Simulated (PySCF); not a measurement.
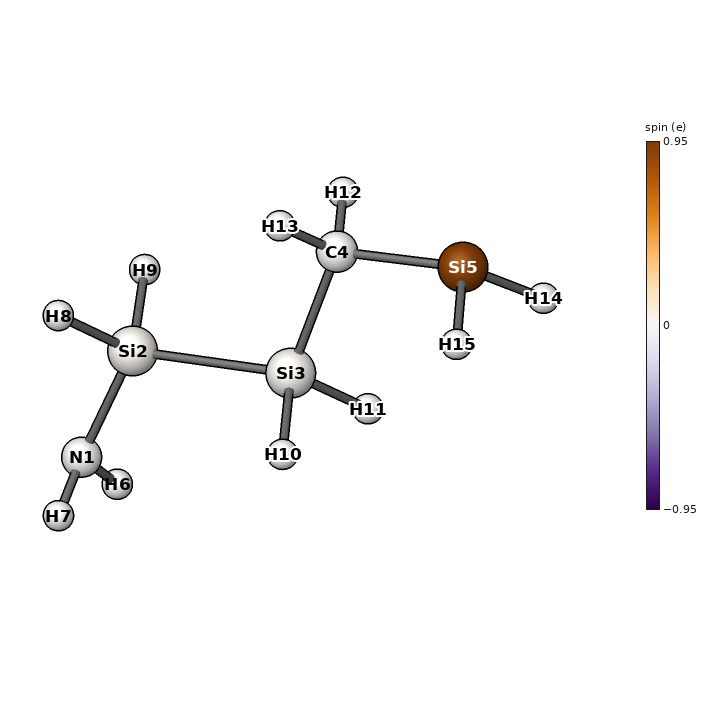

Atoms are coloured by their Mulliken spin populations. The species is neutral and a spin doublet. The computed structure is the end point of a PBE0-D3(BJ)/def2-SVP optimisation. No frequency run is at hand to confirm it as a minimum. Level of theory: UKS B3LYP, IGLO-III on C N Si, pcH-1 on H, non-relativistic (PySCF 2.14.0).

List the Mulliken spin populations.

```json
{"atom": "N1", "value (e)": "0.01"}
{"atom": "Si2", "value (e)": "0.02"}
{"atom": "Si3", "value (e)": "0.02"}
{"atom": "C4", "value (e)": "0.01"}
{"atom": "Si5", "value (e)": "0.90"}
{"atom": "H6", "value (e)": "0.00"}
{"atom": "H7", "value (e)": "0.00"}
{"atom": "H8", "value (e)": "0.00"}
{"atom": "H9", "value (e)": "0.00"}
{"atom": "H10", "value (e)": "0.00"}
{"atom": "H11", "value (e)": "0.00"}
{"atom": "H12", "value (e)": "0.00"}
{"atom": "H13", "value (e)": "0.00"}
{"atom": "H14", "value (e)": "0.02"}
{"atom": "H15", "value (e)": "0.02"}
```

Mulliken values depend strongly on the basis set.
